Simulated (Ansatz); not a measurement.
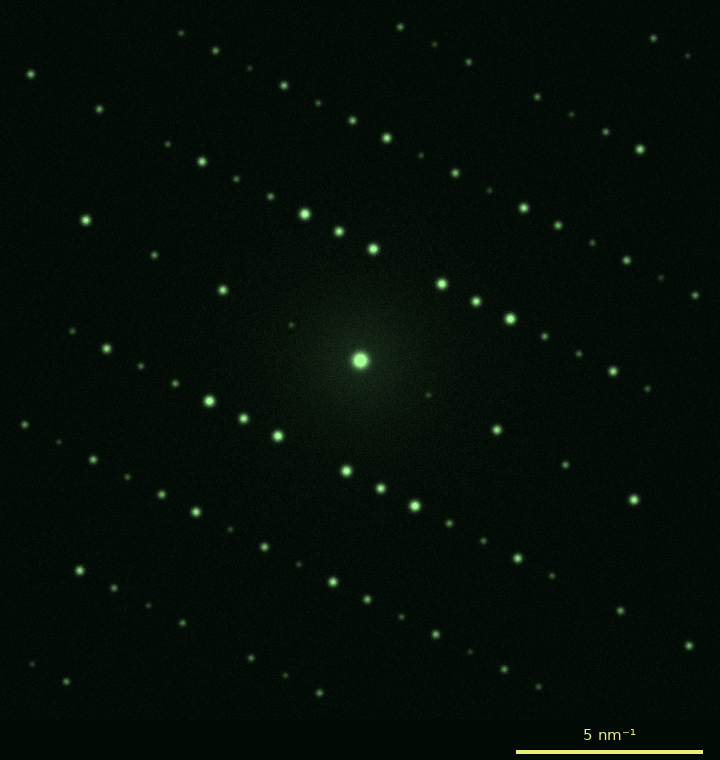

The pattern is a kinematic simulation for 200 kV electrons (no multiple scattering; isotropic B = 0.5 Å²).

It belongs to SrBiS, space group Pnma (No. 62), a = 8.04 Å, b = 3.93 Å, c = 9.64 Å. Structure: the end point of a relaxation (final pressure about 9.1 GPa) with DFT, PAW plane waves, r2scan (Ansatz); the starting structure was generated, so it need not be a known form of this composition.

Determine the zone axis from the geometry of the pattern.

The spots form a rectangular net whose two shortest vectors correspond to d = 9.64 Å and 3.53 Å, 90.0° apart. They index as 0 0 1 (itself extinct) and 1 -1 0 (itself extinct), so the zone axis is [110] (or an equivalent direction of <110>).
